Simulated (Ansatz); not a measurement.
```xyz
9

B    -0.0259   -0.5404   -0.3202
H     0.6322    0.3720    1.8003
Cl    1.2000    0.3614   -1.2360
F    -1.2351   -0.0063   -0.2827
Si    0.3626   -2.2814    0.5294
H     0.1159   -3.3886   -0.4393
H     1.7799   -2.3519    0.9715
H    -0.5252   -2.4881    1.7067
H     0.5572   -0.2086    2.2001
```

Not at a stationary point (largest force 1.4 eV/Å).

Method: RKS B3LYP/6-31G* in Ansatz.

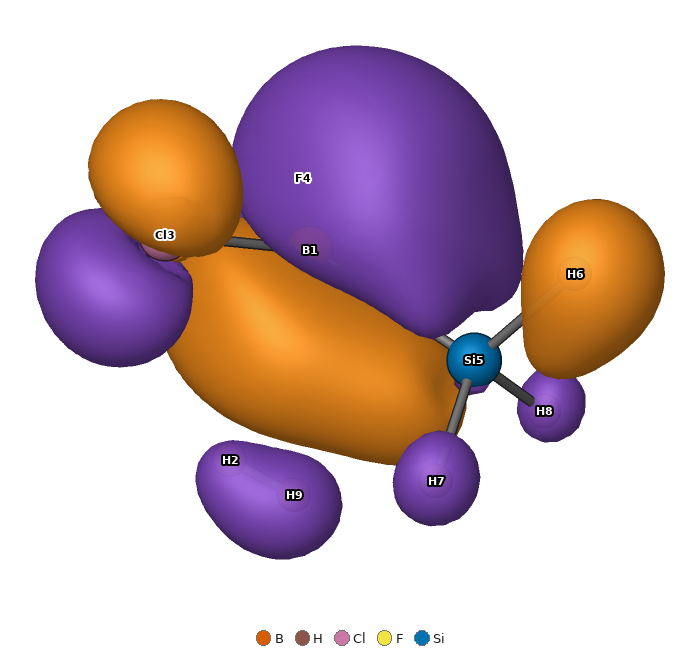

BClFH3Si···H2. The LUMO at ±0.08 Å⁻³ᐟ² (orange and purple are the two phases), seen at a tilt.

**Describe this orbital and give its energy.**

Its weight (Hirshfeld) is mainly on B1 (about 50 %), Si5 (about 15 %), Cl3 (about 15 %) and F4 (about 10 %). Its energy is −1.42 eV.
